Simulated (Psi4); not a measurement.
**triplet BN2H5: levels of theory compared**

We compute a comparison of 3 runs (U-r2SCAN/6-311+G**, UM06-L/6-311+G**, UTPSS/6-311+G**) of triplet BN2H5. 

The calculation is run with Psi4 1.11.

### 1 The system as given

The species is BN2H5 (8 atoms), meant as a triplet with charge 0. As SMILES of the parent species, `NBN`. The coordinates come from a PBE0-D4/def2-TZVP relaxation. That shape belongs to the parent species and isn't relaxed for this state.

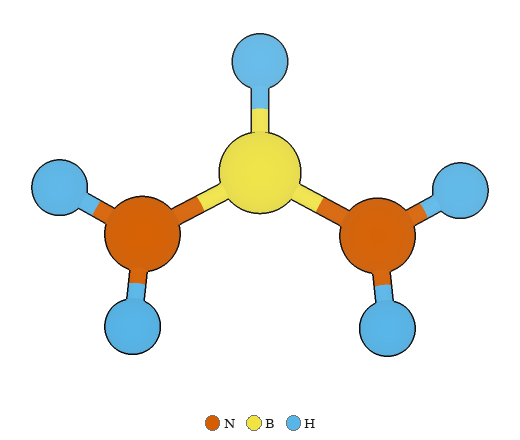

Viewed from a chosen angle; nitrogen orange, boron yellow, hydrogen blue.

### 2 Energy and forces at U-r2SCAN/6-311+G(d,p) (run 1)

Contents of calc.py:

```python
import psi4

psi4.set_memory('1600 MB')
psi4.set_num_threads(1)
psi4.set_output_file('output.dat', False)

m = psi4.geometry("""
0 3
N     -0.971000     0.516500    -0.581100
B      0.194200     0.386600     0.200500
N      0.848200    -0.845200     0.401400
H     -1.426800    -0.244500    -1.053400
H     -1.423900     1.400900    -0.713700
H      0.649700     1.368600     0.718000
H      1.676700    -0.919800     0.960900
H      0.545000    -1.720300     0.011600
symmetry c1
""")

options = {'basis': '6-311+G**', 'reference': 'uks', 'puream': True, 'e_convergence': 1e-09, 'd_convergence': 1e-08, 'scf_type': 'pk', 'dft_radial_points': 99, 'dft_spherical_points': 590, 'maxiter': 100}
psi4.set_options(options)

e_tot, wfn = psi4.gradient("r2scan", return_wfn=True)
psi4.oeprop(wfn, "WIBERG_LOWDIN_INDICES", "MAYER_INDICES", "QUADRUPOLE", title="R2SCAN")
print('gradient / Eh bohr^-1')
print(e_tot.np.round(6))
print(f'energy = {wfn.energy():.10f} Eh')
```

The run is started by

```sh
$ python calc.py
```

output.dat:

```text
[...]
  Running in c1 symmetry.
[...]
  Nuclear repulsion =   68.852594815844668
[...]
  Multiplicity = 3
[...]
  Nalpha       = 13
  Nbeta        = 11
[...]
    Number of basis functions: 96
[...]
   @UKS iter   1:  -136.67692664324338    7.37521e-03   1.06099e-02 DIIS/ADIIS
[...]
   @UKS iter  16:  -137.20047815742899   -1.25056e-12   7.46450e-09 DIIS
[...]
   @S^2 Observed:                2.027445104E+00
[...]
    Orbital Energies [Eh]
    ---------------------
    Alpha Occupied:
       1A    -14.270336     2A    -14.270310     3A     -6.691975
       4A     -0.952108     5A     -0.925665     6A     -0.592344
       7A     -0.573910     8A     -0.553154     9A     -0.502935
      10A     -0.415346    11A     -0.376269    12A     -0.363346
      13A     -0.067930
    Alpha Virtual:
      14A     -0.040893    15A     -0.037711    16A     -0.011856
      17A      0.006214    18A      0.039969    19A      0.043124
      20A      0.066099    21A      0.089371    22A      0.092443
      23A      0.093824    24A      0.112872    25A      0.118066
[...]
  @UKS Final Energy:  -137.20047815742899
   => Energetics <=
    Nuclear Repulsion Energy =             68.8525948158446681
    One-Electron Energy =                -318.8577309051071325
    Two-Electron Energy =                 132.3796652428872846
    DFT Exchange-Correlation Energy =     -19.5750073110538132
    Empirical Dispersion Energy =           0.0000000000000000
    VV10 Nonlocal Energy =                  0.0000000000000000
    Total Energy =                       -137.2004781574289893
[...]
  -Total Gradient:
     Atom            X                  Y                   Z
    ------   -----------------  -----------------  -----------------
       1       -0.009757005409     0.008075872010    -0.005112530573
       2       -0.011178760935    -0.024070612929    -0.012688646781
       3        0.010203020775    -0.007026193497     0.005632399897
       4        0.007702707542     0.020303973220     0.009510384626
       5        0.010215681357    -0.021775819291     0.002616457380
       6        0.002417551083     0.005221993467     0.002748646428
       7       -0.019874766539     0.000799754438    -0.013622940178
       8        0.010271839201     0.018471765536     0.010916559045
[...]
 Multipole Moments:
 ------------------------------------------------------------------------------------
     Multipole            Electronic (a.u.)      Nuclear  (a.u.)        Total (a.u.)
 ------------------------------------------------------------------------------------
 L = 1.  Multiply by 2.5417464519 to convert [e a0] to [Debye]
 Dipole X            :          0.6515495           -0.2026103            0.4489392
 Dipole Y            :          1.4016046           -0.4364850            0.9651196
 Dipole Z            :          0.7392950           -0.2298172            0.5094778
 Magnitude           :                                                    1.1800720
 L = 2.  Multiply by 1.3450342976 to convert [e a0^2] to [Debye ang]
 Quadrupole XX       :        -88.5128993           69.3429982          -19.1699011
 Quadrupole XY       :         37.4108675          -40.6614428           -3.2505753
[...]
```

The script printed:

```text
gradient / Eh bohr^-1
[[-0.009757  0.008076 -0.005113]
 [-0.011179 -0.024071 -0.012689]
 [ 0.010203 -0.007026  0.005632]
 [ 0.007703  0.020304  0.00951 ]
 [ 0.010216 -0.021776  0.002616]
 [ 0.002418  0.005222  0.002749]
 [-0.019875  0.0008   -0.013623]
 [ 0.010272  0.018472  0.010917]]
energy = -137.2004781574 Eh
```

Run time: 69 s. Hardware: 1 thread of Intel Xeon 6975P-C (Granite Rapids), shared host; peak memory 0.85 GiB.

### 3 The energy at UM06-L/6-311+G(d,p) (run 2)

Contents of run.py:

```python
import psi4

psi4.set_memory('1600 MB')
psi4.set_num_threads(1)
psi4.core.set_output_file('output.dat', False)

m = psi4.geometry("""
0 3
N     -1.83492407     0.97604354    -1.09811985
B      0.36698481     0.73056812     0.37889009
N      1.60286570    -1.59719652     0.75853607
H     -2.69626123    -0.46203804    -1.99063750
H     -2.69078103     2.64731733    -1.34869754
H      1.22775506     2.58627917     1.35682336
H      3.16850379    -1.73817009     1.81583783
H      1.02990074    -3.25089585     0.02192082
units bohr
symmetry c1
no_reorient
no_com
""")

options = {'basis': '6-311+G**', 'reference': 'uks', 'puream': True, 'e_convergence': 1e-09, 'd_convergence': 1e-08, 'scf_type': 'pk', 'dft_radial_points': 99, 'dft_spherical_points': 590, 'maxiter': 100}
psi4.set_options(options)

energy_value, wavefunction = psi4.energy('m06-l', molecule=m, return_wfn=True)
psi4.oeprop(wavefunction, 'QUADRUPOLE', 'DIPOLE', 'LOWDIN_CHARGES')
print(f'total energy {energy_value:.8f} hartree = {energy_value * 27.211386:.5f} eV')
```

The run is started by

```sh
$ python run.py
```

output.dat:

```text
[...]
  Running in c1 symmetry.
[...]
  Nuclear repulsion =   68.852594849825280
[...]
  Multiplicity = 3
[...]
  Nalpha       = 13
  Nbeta        = 11
[...]
    Number of basis functions: 96
[...]
   @UKS iter   1:  -136.72976587987884   -3.34782e-02   1.03937e-02 DIIS/ADIIS
[...]
   @UKS iter  21:  -137.24301444308637   -5.05906e-12   6.01540e-09 DIIS
[...]
   @S^2 Observed:                2.020497196E+00
[...]
    Orbital Energies [Eh]
    ---------------------
    Alpha Occupied:
       1A    -14.282325     2A    -14.282316     3A     -6.711434
       4A     -0.956601     5A     -0.931005     6A     -0.588629
       7A     -0.569750     8A     -0.549475     9A     -0.500093
      10A     -0.410782    11A     -0.373989    12A     -0.356161
      13A     -0.057963
    Alpha Virtual:
      14A     -0.033664    15A     -0.024890    16A     -0.003600
      17A      0.022235    18A      0.044410    19A      0.058240
      20A      0.075683    21A      0.088844    22A      0.090663
      23A      0.108936    24A      0.117383    25A      0.121935
[...]
  @UKS Final Energy:  -137.24301444308637
   => Energetics <=
    Nuclear Repulsion Energy =             68.8525948498252802
    One-Electron Energy =                -318.8767712815030677
    Two-Electron Energy =                 132.4164466579763371
    DFT Exchange-Correlation Energy =     -19.6352846693849017
    Empirical Dispersion Energy =           0.0000000000000000
    VV10 Nonlocal Energy =                  0.0000000000000000
    Total Energy =                       -137.2430144430863663
[...]
 Multipole Moments:
 ------------------------------------------------------------------------------------
     Multipole            Electronic (a.u.)      Nuclear  (a.u.)        Total (a.u.)
 ------------------------------------------------------------------------------------
 L = 1.  Multiply by 2.5417464519 to convert [e a0] to [Debye]
 Dipole X            :          0.3316888            0.2496328            0.5813215
 Dipole Y            :          2.1664295           -0.9127377            1.2536918
 Dipole Z            :          1.2878159           -0.6273890            0.6604268
 Magnitude           :                                                    1.5316140
 L = 2.  Multiply by 1.3450342976 to convert [e a0^2] to [Debye ang]
 Quadrupole XX       :        -88.0425796           69.3438843          -18.6986953
 Quadrupole XY       :         36.9902485          -40.6746213           -3.6843728
[...]
```

On the terminal:

```text
total energy -137.24301444 hartree = -3734.57264 eV
```

It took 74 s on 1 thread of Intel Xeon 6975P-C (Granite Rapids), shared host; peak memory 0.86 GiB.

### 4 Energy and forces at UTPSS/6-311+G(d,p) (run 3)

Contents of bh5n2.in:

```
memory 1600 MB

molecule {
  0 3
  N
  B 1 r2
  N 2 r3 1 a3
  H 1 r4 2 a4 3 d4
  H 1 r5 4 a5 2 d5
  H 2 r6 3 a6 1 d6
  H 3 r7 2 a7 6 d7
  H 3 r8 7 a8 2 d8

  r2 = 1.409065
  r3 = 1.409045
  a3 = 122.9219
  r4 = 1.004959
  a4 = 124.46727
  d4 = 0.0012
  r5 = 1.002429
  a5 = 113.64084
  d5 = -179.99443
  r6 = 1.199838
  a6 = 118.5412
  d6 = 179.99827
  r7 = 1.002506
  a7 = 121.88451
  d7 = 0.0042
  r8 = 1.004826
  a8 = 113.64488
  d8 = -179.99058
  symmetry c1
}

set reference uks
set puream true
set e_convergence 1e-09
set d_convergence 1e-08
set scf_type pk
set dft_radial_points 99
set dft_spherical_points 590
set maxiter 100

e, wfn = gradient("tpss/6-311+G**", return_wfn=True)
oeprop(wfn, "LOWDIN_CHARGES", "DIPOLE", "MAYER_INDICES")
```

The run is started by

```sh
$ psi4 -n 1 bh5n2.in bh5n2.out
```

bh5n2.out, shortened:

```text
[...]
  Running in c1 symmetry.
[...]
  Nuclear repulsion =   68.852588053507361
[...]
  Multiplicity = 3
[...]
  Nalpha       = 13
  Nbeta        = 11
[...]
    Number of basis functions: 96
[...]
   @UKS iter   1:  -136.72958471643855    6.45625e-02   1.12091e-02 DIIS/ADIIS
[...]
   @UKS iter  16:  -137.30829531095009   -2.67164e-12   9.41113e-09 DIIS
[...]
   @S^2 Observed:                2.015348553E+00
[...]
  @UKS Final Energy:  -137.30829531095009
   => Energetics <=
    Nuclear Repulsion Energy =             68.8525880535073611
    One-Electron Energy =                -318.8974488948493899
    Two-Electron Energy =                 132.4312399874698372
    DFT Exchange-Correlation Energy =     -19.6946744570778876
    Empirical Dispersion Energy =           0.0000000000000000
    VV10 Nonlocal Energy =                  0.0000000000000000
    Total Energy =                       -137.3082953109500863
[...]
  -Total Gradient:
     Atom            X                  Y                   Z
    ------   -----------------  -----------------  -----------------
       1        0.000001571312     0.008019383678    -0.008698180178
       2       -0.000006811995    -0.029755565911    -0.016173395946
       3        0.000002954337    -0.003050724788     0.011347998340
       4       -0.000000776617     0.022537367800     0.011095962193
       5        0.000001816621    -0.023892626325     0.013482155522
       6        0.000000855076     0.006144836168     0.003336994962
       7        0.000001145797    -0.001660289668    -0.027312284935
       8       -0.000000748394     0.021658778794     0.012921378396
[...]
 Multipole Moments:
 ------------------------------------------------------------------------------------
     Multipole            Electronic (a.u.)      Nuclear  (a.u.)        Total (a.u.)
 ------------------------------------------------------------------------------------
 L = 1.  Multiply by 2.5417464519 to convert [e a0] to [Debye]
 Dipole X            :          0.0001413           -0.0002338           -0.0000925
 Dipole Y            :          1.4868742           -0.4684780            1.0183962
 Dipole Z            :          0.8089302           -0.2547841            0.5541462
 Magnitude           :                                                    1.1594002
[...]
```

It took 80 s on 1 thread of Intel Xeon 6975P-C (Granite Rapids), shared host; peak memory 0.86 GiB.

### 5 Overview of the runs

```tsv
run	level	task	energy (Eh)	dipole moment (D)	HOMO energy (eV)	⟨S²⟩	wall time
1	U-r2SCAN/6-311+G**	gradient	-137.200478	3.00	-1.85	2.027	69 s
2	UM06-L/6-311+G**	energy	-137.243014	3.89	-1.58	2.020	74 s
3	UTPSS/6-311+G**	gradient	-137.308295	2.95	-1.71	2.015	80 s
```

### 6 Results

| quantity | value |
| --- | --- |
| run 3: total energy | -137.30830 Eh |
| run 3: dipole moment | 2.95 D |
| run 3: HOMO energy (highest over α and β) | -1.71 eV |
| run 3: ⟨S²⟩ | 2.015 |
| run 3: largest force on an atom | 1.742 eV/Å |

What this shows: The dipole moment (its size) runs from 2.95 D (UTPSS/6-311+G**) to 3.89 D (UM06-L/6-311+G**). Totals of different functionals can't be ranked against each other. All runs together took 3.7 min, the longest 80 s.
